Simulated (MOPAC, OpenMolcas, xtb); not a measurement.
**How methods differ on C2H5BO (SMILES B1CCO1)**

C2H5BO has 9 atoms, charge 0, and is taken as a singlet. SMILES: `B1CCO1`. The coordinates come from a PBE0-D4/def2-TZVP relaxation.

Each level gives the HOMO–LUMO gap (eV). The values are calculated.

```json
{"level": "MNDO", "kind": "semi-empirical", "program": "MOPAC", "value (eV)": "13.26", "CPU time": "under 2 s"}
{"level": "GFN0-xTB", "kind": "semi-empirical", "program": "xtb", "value (eV)": "5.58", "CPU time": "under 2 s"}
{"level": "HF/def2-SVP", "kind": "Hartree–Fock", "program": "OpenMolcas", "value (eV)": "15.56", "CPU time": "5.8 s"}
{"level": "SVWN5/def2-SVP", "kind": "LDA", "program": "OpenMolcas", "value (eV)": "5.78", "CPU time": "23 s"}
{"level": "revPBE/def2-SVP", "kind": "GGA", "program": "OpenMolcas", "value (eV)": "5.96", "CPU time": "36 s"}
{"level": "TPSS/def2-SVP", "kind": "meta-GGA", "program": "OpenMolcas", "value (eV)": "6.23", "CPU time": "45 s"}
{"level": "B3LYP/def2-SVP", "kind": "global hybrid", "program": "OpenMolcas", "value (eV)": "7.93", "CPU time": "34 s"}
{"level": "B2PLYP/def2-SVP", "kind": "double hybrid", "program": "OpenMolcas", "value (eV)": "11.12", "CPU time": "25 s"}
```

The values span 5.58 to 15.56 eV. Orbital gaps aren't excitation energies, and those of double hybrids come from the SCF part alone; they tend to grow with the share of exact exchange. CPU times are rough (shared hosts, several kinds of processor and program).

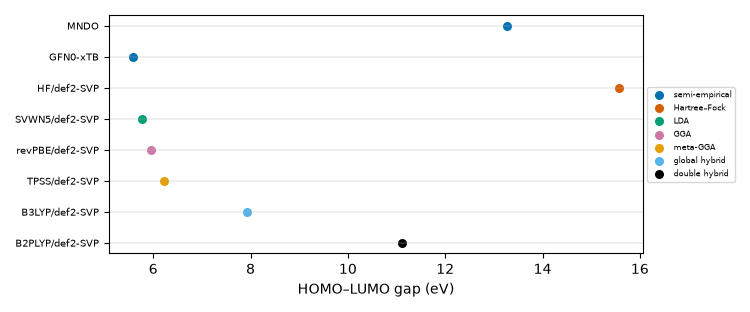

The values of the table, level by level.
